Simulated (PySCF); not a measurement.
# wB97X-V/STO-3G run of SnClF (SMILES [F][Sn][Cl])

What is the vertical singlet–triplet gap of SnClF at wB97X-V/STO-3G? The job is set up through a Python script.

Program for the calculation: PySCF 2.14.0.

19 further runs of the same task are left out: 7 that didn't finish, 12 set aside as unsound or not needed.

### 1 The system as given

The species is SnClF (3 atoms), meant as a singlet with charge 0. SMILES: `[F][Sn][Cl]`. Geometry: relaxed at PBE0-D4/def2-TZVP.

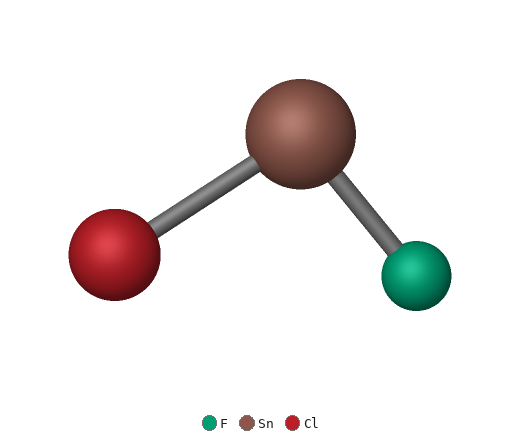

The structure, seen from a chosen angle (fluorine teal, tin brown, chlorine red).

### 2 A single-point energy at wB97X-V/STO-3G

The input, input.py:

```python
# [F][Sn][Cl]
from pyscf import gto, dft

molecule = gto.Mole()
molecule.atom = 'F -1.389600 0.223100 -0.744400; Sn 0.164300 0.898100 0.190700; Cl 1.214300 -1.186000 0.540500'
molecule.spin = 0
molecule.charge = 0
molecule.max_memory = 1860
molecule.verbose = 3
molecule.basis = 'sto-3g'
molecule.build()

mf = dft.RKS(molecule, xc='wb97x-v')
mf.grids.level = 5
mf.conv_tol = 1e-10
mf.nlcgrids.level = 1
mf.kernel()
if not mf.converged:
    mf = mf.newton().run(mf.mo_coeff, mf.mo_occ)

energy = mf.e_tot
print('E = %.10f Eh' % energy)
```

On the command line:

```
$ OMP_NUM_THREADS=1 python input.py
```

Standard output:

```text
converged SCF energy = -6518.60136798351
E = -6518.6013679835 Eh
```

Wall time 22 s (1 thread of Arm Neoverse V1, shared host); peak memory 0.28 GiB.

### 3 The triplet

The input, run.py:

```python
from pyscf import gto, dft

mol = gto.M(
    atom='''
F     -2.625963     0.421598    -1.406712
Sn     0.310482     1.697163     0.360371
Cl     2.294694    -2.241215     1.021397
''',
    unit='bohr',
    verbose=3,
    basis='sto-3g',
    max_memory=1860,
    charge=0,
    spin=2,
)

calc0 = dft.UKS(mol)
calc0.xc = 'wb97x-v'
calc0.grids.level = 5
calc0.nlcgrids.level = 1
calc0.conv_tol = 1e-10
calc0.kernel()
if not calc0.converged:
    calc0 = calc0.newton().run(calc0.mo_coeff, calc0.mo_occ)

etot = calc0.e_tot
print(f'total energy: {etot:.8f} hartree')
```

On the command line:

```
$ OMP_NUM_THREADS=1 python run.py
```

Standard output:

```text
WARN: HOMO -0.385222198665531 >= LUMO -0.599113624740696

converged SCF energy = -6518.51389185094  <S^2> = 2.005509  2S+1 = 3.0036704
total energy: -6518.51389185 hartree
```

Wall time 32 s (1 thread of Arm Neoverse V1, shared host); peak memory 0.29 GiB.

### 4 Outcome

Level: wB97X-V/STO-3G.

| quantity | value |
| --- | --- |
| singlet: total energy | -6518.60137 Eh |
| singlet: dipole moment | 3.12 D |
| singlet: HOMO energy | -6.32 eV |
| singlet: LUMO energy | 2.60 eV |
| singlet: HOMO–LUMO gap | 8.92 eV |
| triplet: total energy | -6518.51389 Eh |
| triplet: dipole moment | 3.92 D |
| triplet: HOMO energy (highest over α and β) | -4.08 eV |
| triplet: LUMO energy (lowest over α and β) | 0.04 eV |
| triplet: ⟨S²⟩ | 2.006 |
| vertical energy of the triplet above the singlet | 2.380 eV |

**Reading.** At this shape the triplet lies 2.38 eV (230 kJ/mol) above the singlet. In a minimal basis such a difference can be off by several eV, whatever the method. Mulliken charges (singlet) run from -0.45 on Cl3 to +0.67 on Sn2. Relativity is left out (singlet) although the molecule holds a heavy atom. Relativity is left out (triplet) although the molecule holds a heavy atom.
